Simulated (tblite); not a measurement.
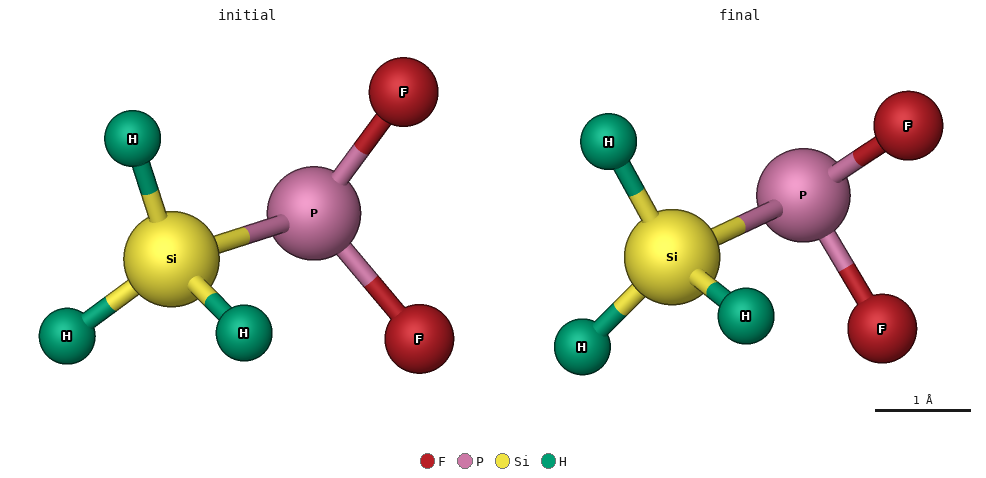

The structure of SiPH$_{3}$F$_{2}$ before (left) and after (right) a relaxation, at one scale.

A ball-and-stick model, seen at a tilt.

All numbers below come from tblite, GFN2-xTB geometry optimisation, gas phase. 

**Summarise the run.**

The energy falls by 66.3 kJ/mol in 50 geometry steps. An F atom moves most after the best rigid fit: 0.40 Å. Largest moves by element: F 0.40 Å, H 0.27 Å, P 0.23 Å, Si 0.09 Å. Some distances before and after: F–P 1.736 → 1.632 Å, P–Si 2.214 → 2.296 Å, H–Si 1.497 → 1.462 Å, H–Si 1.452 → 1.462 Å. Among the angles between lasting bonds that change: F–P–Si 110.4° → 95.6°, F–P–F 105.0° → 94.0°, F–P–Si 104.6° → 95.7°. Groups turn about P–Si by about 20°. The run took 0.13 s on 1 thread of Arm Neoverse V2 (shared host).
